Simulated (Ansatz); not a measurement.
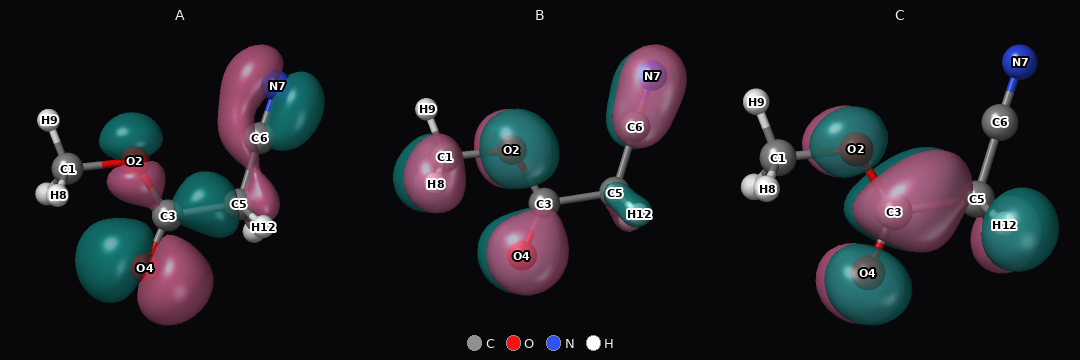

C4H5NO2. Three frontier orbitals at ±0.1 Å⁻³ᐟ² (teal and pink are the two phases), in no order.

Geometry: PBE0-D4/def2-TZVP.

The calculation used RKS PBE0-D4/def2-TZVPP in Ansatz.

```csv
atom,x (Å),y (Å),z (Å)
C,-0.1583,-2.0025,0.3897
O,0.1680,-0.6126,0.4268
C,-0.3375,0.1171,-0.5560
O,-1.0261,-0.2980,-1.4444
C,0.0552,1.5811,-0.4601
C,0.8171,1.9645,0.7130
N,1.4186,2.2935,1.6342
H,0.2103,-2.4533,-0.5320
H,0.3311,-2.4409,1.2553
H,-1.2385,-2.1389,0.4468
H,-0.8650,2.1683,-0.5116
H,0.6251,1.8217,-1.3619
```

Question: Which picture is the HOMO−1, the HOMO and the LUMO?

Answer: B is the HOMO−1 (−9.39 eV). It lies mainly on O2 (about 30 %), O4 (about 30 %), N7 (about 10 %), C1 (about 5 %), C3 (about 5 %) and C6 (about 5 %). A is the HOMO (−8.65 eV). Its weight (Hirshfeld) is mainly on O4 (about 55 %), C3 (about 10 %), N7 (about 10 %), O2 (about 10 %) and C5 (about 5 %). C is the LUMO (−0.36 eV). It lies mainly on C3 (about 40 %), O4 (about 25 %), O2 (about 10 %), C5 (about 10 %) and H12 (about 5 %).

Question: What is the HOMO–LUMO gap?

Answer: 8.29 eV between the orbital energies.
